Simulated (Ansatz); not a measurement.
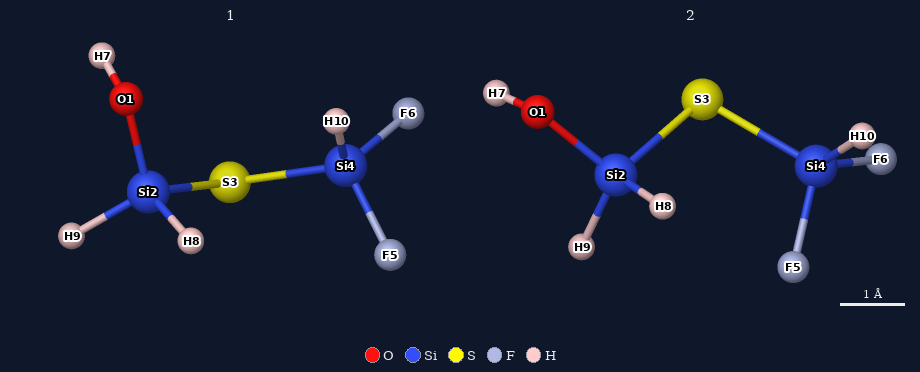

Two geometries of Si2H4SOF2, drawn at one scale. One is the start of a relaxation, the other its converged end. Style: ball-and-stick. Shown at a tilt.

These are results of RKS PBE0-D4/def2-TZVP (Ansatz 0.2.0), not measurements. Settings: force threshold 0.005 eV/Å; at most 150 steps.

### Which of the two is the end point?

Structure 1 is the relaxed one. The start comes from PBE-D4/def2-SVP. The atom that moves furthest after the best rigid fit is S3 (1.42 Å). Largest moves by element: S 1.42 Å, H 1.19 Å, F 0.91 Å, O 0.79 Å, Si 0.30 Å. Near-neighbour distances that change, for instance: Si4–F5 1.634 → 1.584 Å, Si2–S3 2.194 → 2.148 Å, Si4–F6 1.624 → 1.583 Å, O1–Si2 1.672 → 1.637 Å. Among the angles between lasting bonds that change: S3–Si2–H9 107.9° → 103.4°, O1–Si2–S3 109.1° → 112.8°, Si2–O1–H7 115.8° → 118.3°. Groups turn about Si2–S3 by about 70°, S3–Si4 by about 55°. The energy falls by 17.3 kJ/mol in 31 accepted moves (35 points after the start). The largest force component goes from 1.4 to 0.0036 eV/Å. The line search rejected the trial steps at points 12, 20, 26, 34 of the run. The forces were under the threshold at step 28, but the run went on from there.
